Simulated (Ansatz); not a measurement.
# Calculations on CH9BOSi

### Relaxation

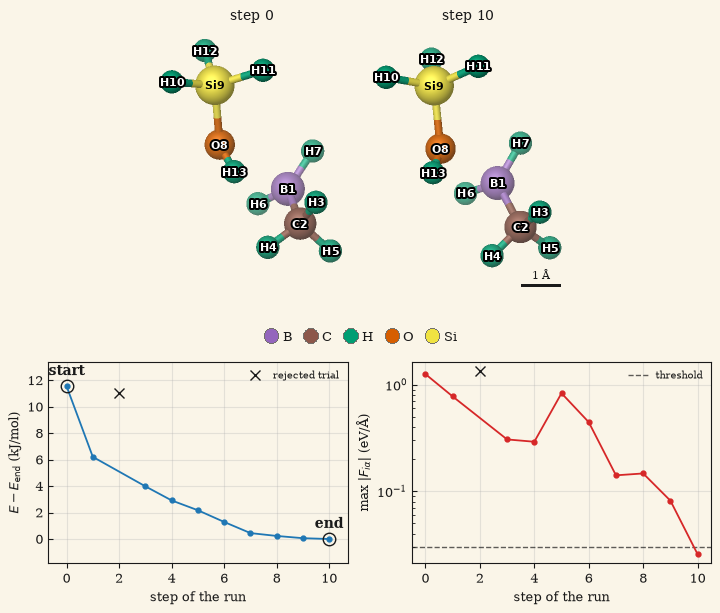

First and last geometry of a relaxation of CH$_{9}$BOSi, with the history of the run. The picture is a ball-and-stick view, seen from a free direction.

The run prepares an end point of a later path (reaction) calculation, from a guessed geometry.

The calculation used RHF/6-31G* (Ansatz 0.2.0). Settings: no spin polarisation; force threshold 0.03 eV/Å; at most 50 steps.

Question: Read the history and describe the run.

Answer: It converged. Over 9 accepted moves (10 points after the start) the energy falls by 11.6 kJ/mol. The largest force component goes from 1.3 to 0.026 eV/Å. The line search rejected the trial step at point 2 of the run. The atom that moves furthest after the best rigid fit is H13 (0.54 Å). By element the largest moves are H 0.54 Å, B 0.34 Å, O 0.24 Å, C 0.16 Å, Si 0.16 Å. Among the contacts that change: B1–O8 2.607 → 2.254 Å, O8–H13 0.970 → 0.948 Å, O8–Si9 1.655 → 1.665 Å, B1–C2 1.593 → 1.586 Å. Groups turn about O8–Si9 by about 30°. The run took 34 s on 1 thread of AMD EPYC 7R43 64-Core Processor (Zen 3), with other jobs on the host, peak memory 0.16 GiB.

Limits of the set-up: Hartree-Fock leaves out electron correlation.

### Relaxation

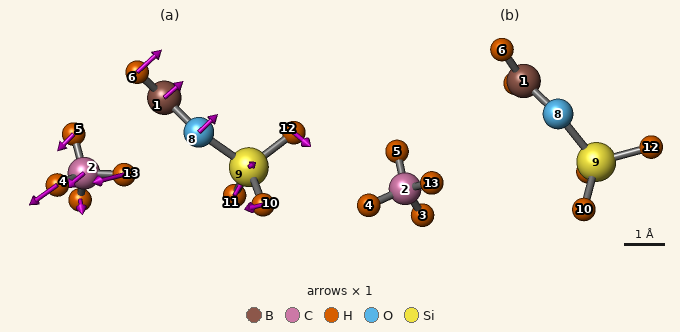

The structure of CH$_{9}$BOSi before (left) and after (right) a relaxation, at one scale. The purple arrows give the displacements, at their true length.

Style: ball-and-stick. Shown face on.

The run prepares an end point of a later path (reaction) calculation, from a guessed geometry.

The calculation used RHF/6-31G* in Ansatz.

Input file:
```yaml
crystal:
  periodic: [false, false, false]
  atoms:
    - { symbol: B, position_ang: [0.067903, -0.32543, -0.407099] }
    - { symbol: C, position_ang: [-0.048152, -0.160956, 2.401832] }
    - { symbol: H, position_ang: [-0.984209, -0.241811, 2.947055] }
    - { symbol: H, position_ang: [0.781577, -0.181414, 3.102582] }
    - { symbol: H, position_ang: [-0.032019, 0.781902, 1.869583] }
    - { symbol: H, position_ang: [1.068727, 0.311979, -0.379487] }
    - { symbol: H, position_ang: [-1.001027, 0.195926, -0.50211] }
    - { symbol: O, position_ang: [0.169215, -1.697252, -0.390642] }
    - { symbol: Si, position_ang: [-0.883552, -2.938971, -0.656319] }
    - { symbol: H, position_ang: [-0.233601, -4.180545, -0.213521] }
    - { symbol: H, position_ang: [-2.130714, -2.732566, 0.103244] }
    - { symbol: H, position_ang: [-1.205685, -3.034919, -2.091673] }
    - { symbol: H, position_ang: [0.049936, -1.005643, 1.715455] }
basis:
  gaussian: { orbitals: "6-31G*" }
hamiltonian:
  xc: hf
relax:
  f_tol: 0.03
  max_steps: 50
output:
  orbitals: {}
```

Command:
```bash
ansatz run input.yaml --threads 1 --pin off --max-ram 2048MiB --backend cpu --events-out ev --progress --plain --runs-dir out
```

What changed between the two?

Answer. The atom that moves furthest after the best rigid fit is H13 (1.05 Å). Largest moves by element: H 1.05 Å, O 0.69 Å, B 0.66 Å, C 0.65 Å, Si 0.25 Å. Among the contacts that change: B1–O8 1.376 → 1.344 Å, C2–H13 1.093 → 1.084 Å, B1–H6 1.187 → 1.191 Å. Groups turn about O8–Si9 by about 45°. Over 23 accepted moves (27 points after the start) the energy falls by 29.1 kJ/mol. The largest force component goes from 1.1 to 0.013 eV/Å. The line search rejected the trial steps at points 4, 8, 19, 26 of the run. The forces were under the threshold at step 9, but the run went on from there.

Limits of the set-up: the start holds two separate molecules, 2.2 Å apart at their closest, whose relative position is a soft coordinate and is computed without a dispersion correction; Hartree-Fock leaves out electron correlation.

### Path

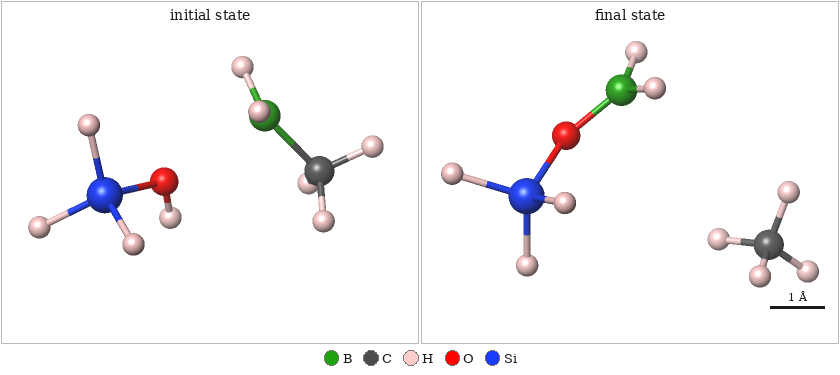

The two relaxed end points of a path for CH₉BOSi, made up at the start of CH₅B and SiH$_{4}$O. The picture is a ball-and-stick view, seen from a free direction.

The calculation used Ansatz, RHF/6-31G*.

Settings: 9 movable images; climbing image; force threshold 0.05 eV/Å; iteration limit 50.

Start:
```xyz
13

B     0.0347    0.1405    0.3478
C    -0.0246    0.4157    1.9090
H    -0.9261    0.0406    2.3863
H     0.8407    0.0422    2.4520
H    -0.0283    1.4987    2.0484
H     1.0737    0.2054   -0.2323
H    -0.9678    0.1896   -0.3013
O     0.0212   -2.1128    0.4183
Si   -0.9664   -3.0889   -0.4998
H    -0.4948   -4.4834   -0.3984
H    -2.3585   -3.0278   -0.0219
H    -0.8794   -2.6117   -1.8827
H     0.2941   -2.4175    1.2735
```

End:
```xyz
13

B    -0.0220   -0.4105   -1.0903
C     0.1652   -0.0803    2.9840
H    -0.8070   -0.5239    3.1665
H     0.6389    0.1516    3.9306
H     0.0451    0.8307    2.4091
H     0.9823    0.1970   -1.2933
H    -1.0620    0.1570   -0.9279
O     0.0326   -1.7522   -1.0491
Si   -1.0513   -2.9765   -0.8161
H    -0.5922   -3.8028    0.3105
H    -2.3865   -2.4258   -0.5210
H    -1.1101   -3.7956   -2.0369
H     0.7854   -0.7782    2.4327
```

Question: Predict the minimum-energy path and its barrier.

Answer: Forward barrier 170.4 kJ/mol, backward barrier 323.7 kJ/mol, with image 3 at the top; the reaction energy is −153.3 kJ/mol. Breaking: B1–C2 (1.59 → 1.79 at the top → 4.09 Å), O8–H13 (0.95 → 1.20 at the top → 3.69 Å). Forming: B1–O8 (2.25 → 1.59 at the top → 1.34 Å), C2–H13 (2.92 → 1.41 at the top → 1.08 Å). The band converged in 37 iterations. The largest component of the band force went from 7.3 to 0.017 eV/Å. The climbing image converged on the top of the path. Its vibrational analysis gives one imaginary mode (1980i cm⁻¹), as a transition state must have.

Energies of the converged images:

| image | path (Å) | E (kJ/mol) |
| --- | --- | --- |
| 0 | 0.00 | 0.0 |
| 1 | 0.60 | 3.0 |
| 2 | 1.20 | 43.9 |
| 3 | 1.81 | 170.4 |
| 4 | 2.59 | -52.5 |
| 5 | 3.38 | -130.6 |
| 6 | 4.17 | -148.9 |
| 7 | 4.96 | -151.8 |
| 8 | 5.74 | -152.6 |
| 9 | 6.53 | -153.2 |
| 10 | 7.32 | -153.3 |

The geometry at the top of the path:

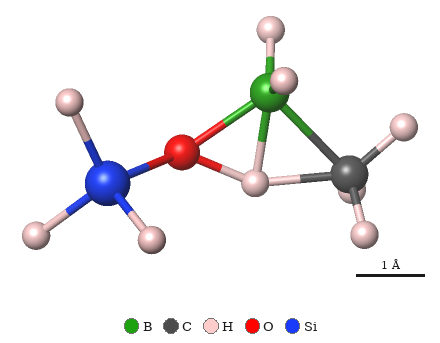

Limits of the set-up: the start holds two separate molecules, 2.3 Å apart at their closest, whose relative position is a soft coordinate and is computed without a dispersion correction; Hartree-Fock leaves out electron correlation.
